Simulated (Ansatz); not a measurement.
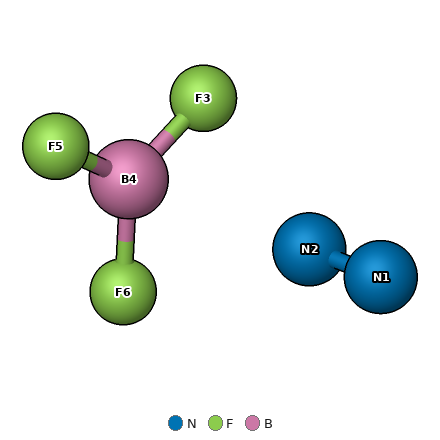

The system is the pair N₂···BF₃; the picture shows the reference structure. The turn is about an axis along (0.74, −0.67, −0.07) in the frame of the relaxed pair, normal to the line between the partners. First axis: distance B4···N2. Second axis: turn of N1, N2 about B4. Grid: 11 × 11 points. Points are written as (first, second). All energies are given in eV relative to the two partners far apart, frozen as in the relaxed pair, each in its own basis (no counterpoise correction). These are results of Ansatz 0.2.0, RKS PBE0-D4/def2-SVPD, not measurements.

Its coordinates:

```csv
atom,x (Å),y (Å),z (Å)
N,-0.0232,0.2441,-2.7602
N,-0.0142,0.1477,-1.6677
F,-0.8082,0.9267,1.2093
B,0.0092,-0.0967,1.0932
F,1.3098,0.0952,1.1176
F,-0.4735,-1.3168,1.0078
```

Range: distance B4···N2 from 2.328 to 4.328 Å; turn of N1, N2 about B4 from −60 to 60°.

Q: What will the energy surface look like?

A: The lowest grid point is at (2.699 Å, 0°), −0.14 eV from the two partners far apart, frozen as in the relaxed pair, each in its own basis (no counterpoise correction). It is the only kind of minimum in the scanned range. The highest grid point, (2.328 Å, −60°), lies 5.90 eV above the lowest. Round the minimum the two coordinates are nearly uncoupled.

```tsv
turn of N1, N2 about B4 ↓, distance B4···N2 →	2.328	2.408	2.538	2.699	2.883	3.086	3.307	3.542	3.792	4.054	4.328
60	2.41	1.88	1.23	0.69	0.33	0.12	0.01	−0.03	−0.04	−0.04	−0.03
48	1.34	1.02	0.64	0.33	0.13	0.02	−0.03	−0.05	−0.05	−0.04	−0.03
36	0.63	0.46	0.25	0.09	0.00	−0.05	−0.07	−0.07	−0.06	−0.04	−0.03
24	0.22	0.13	0.03	−0.04	−0.08	−0.09	−0.09	−0.08	−0.06	−0.04	−0.03
12	0.01	−0.04	−0.08	−0.11	−0.12	−0.12	−0.10	−0.08	−0.06	−0.04	−0.03
0	−0.06	−0.09	−0.12	−0.14	−0.14	−0.12	−0.10	−0.08	−0.06	−0.04	−0.03
−12	0.02	−0.03	−0.08	−0.11	−0.12	−0.11	−0.10	−0.08	−0.06	−0.04	−0.03
−24	0.32	0.21	0.09	−0.01	−0.06	−0.08	−0.08	−0.07	−0.06	−0.04	−0.03
−36	1.07	0.81	0.49	0.24	0.08	−0.01	−0.05	−0.06	−0.05	−0.04	−0.03
−48	2.69	2.12	1.40	0.79	0.38	0.15	0.03	−0.02	−0.04	−0.04	−0.03
−60	5.76	4.64	3.17	1.88	0.98	0.44	0.16	0.03	−0.02	−0.03	−0.03
```

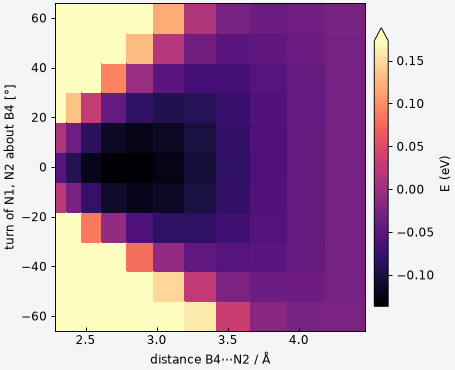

Drawn: one coloured cell a grid point, one colour for all values above the top of the scale.

Each point was launched as `ansatz run input.yaml --threads 1 --pin off --max-ram 2560MiB --backend cpu --events-out ev --progress --plain --runs-dir out`. The whole map (121 points run) took 11 min on 1 thread of Arm Neoverse V1, on a shared host.
